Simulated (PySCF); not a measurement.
SMILES C(#N)c1ccccc1-c1cccs1 (C11H7NS) at its GFN2-xTB optimised geometry (Å):

```
20

N     -0.3671     2.9918     0.0028
C      0.1952     1.9911     0.0020
C      1.0220     0.8450     0.0009
C      2.3940     1.1127     0.0009
C      3.3121     0.0845    -0.0001
C      2.8583    -1.2267    -0.0011
C      1.5063    -1.4994    -0.0010
C      0.5449    -0.4809     0.0000
C     -0.8630    -0.8225     0.0000
C     -1.4152    -2.0821     0.0000
C     -2.8196    -2.0821     0.0000
C     -3.3390    -0.8256     0.0000
S     -2.1239     0.3807     0.0001
H      2.7200     2.1427     0.0016
H      4.3695     0.2994    -0.0001
H      3.5656    -2.0426    -0.0019
H      1.1855    -2.5282    -0.0019
H     -0.8436    -2.9918     0.0000
H     -3.4157    -2.9770     0.0000
H     -4.3695    -0.5307     0.0000
```

Computed with PySCF 2.14.0 with PBE/def2-SVP.

Map of the Laplacian of the electron density (e/bohr⁵) on the plane z = 1.0 Å:

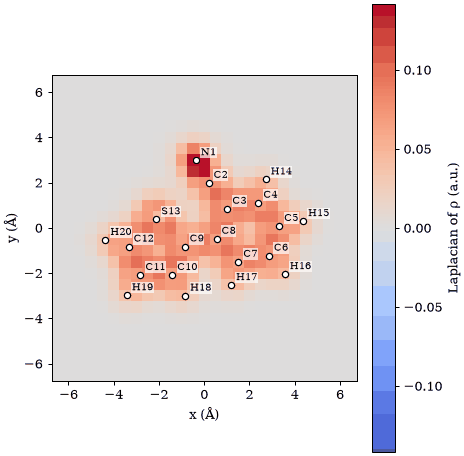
Figure: Laplacian of the electron density (e/bohr⁵) on the plane z = 1.0 Å.
